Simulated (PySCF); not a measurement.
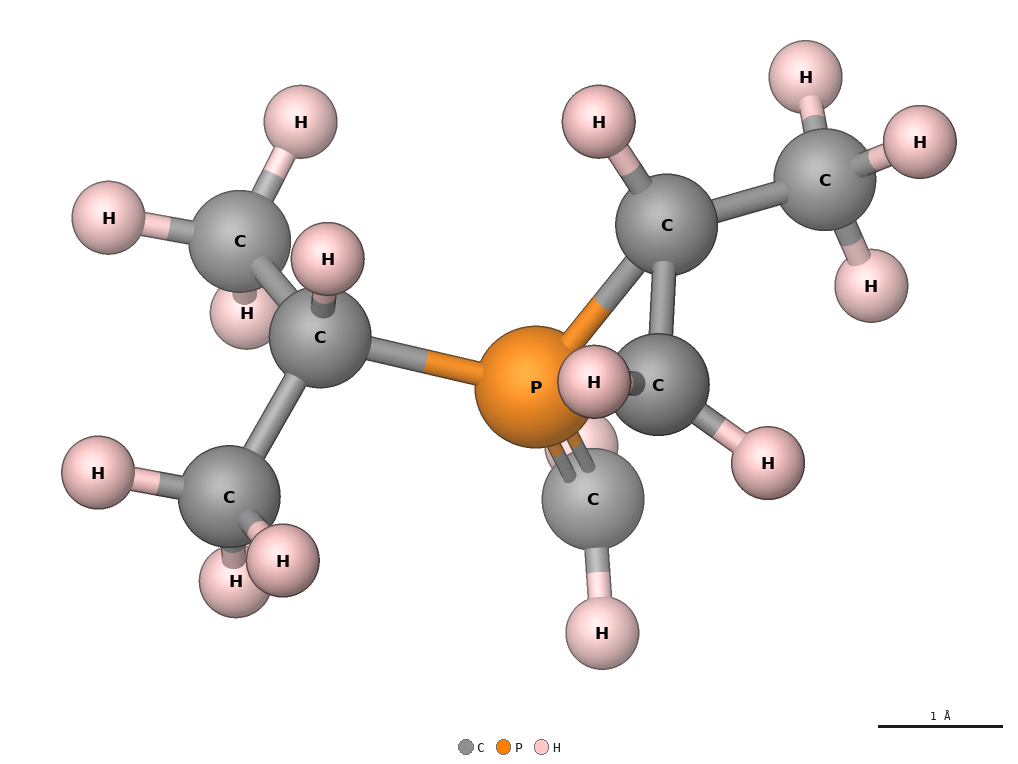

Depth is shown by fading: the farther an atom, the more it takes the colour of the background. The computed structure is the end point of a PBE0-D3(BJ)/def2-SVP optimisation. No frequency run is at hand to confirm it as a minimum. Masses are those of the most abundant isotopes; constants are for the rigid equilibrium geometry.

Question: Classify the rotor and give the rotational constants (MHz).

Answer: An asymmetric top (C1): A = 2632, B = 1122, C = 1107 MHz. Ray's parameter κ is −0.98, close to the prolate limit.
